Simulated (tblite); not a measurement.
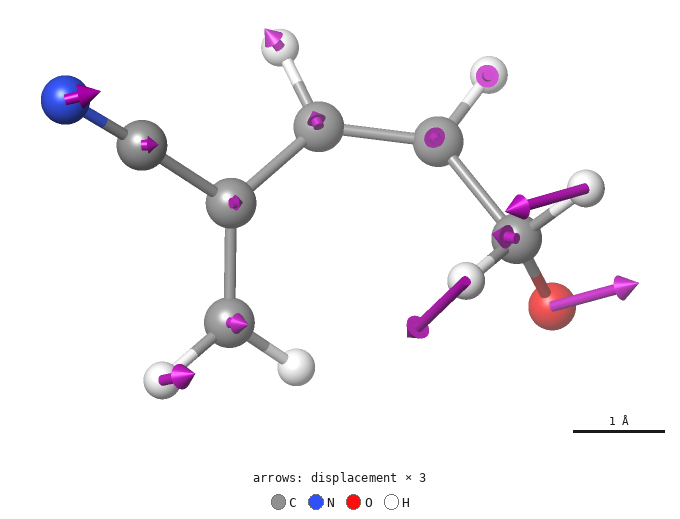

This is a relaxation of C6H6NO (multiplicity 2). The starting structure is drawn; purple arrows show the displacements, 3 times their true length. The two geometries are superimposed by the best rigid fit.

The picture is a ball-and-stick view, seen at a tilt.

The calculation used GFN2-xTB geometry optimisation, gas phase in tblite 0.8.0. 

Describe the change and its energy.

The atom that moves furthest after the best rigid fit is an H atom (0.45 Å). By element the largest moves are H 0.45 Å, O 0.38 Å, N 0.14 Å, C 0.12 Å. Some distances before and after: C–N 1.176 → 1.145 Å, C–H 1.094 → 1.123 Å, C–O 1.327 → 1.308 Å, C–C 1.517 → 1.504 Å. Among the angles between lasting bonds that change: C–C–O 105.0° → 117.7°, O–C–H 118.8° → 110.1°, O–C–H 118.2° → 110.7°. Groups turn about C–C by about 20°. After 82 geometry steps the energy has fallen by 0.293 eV.
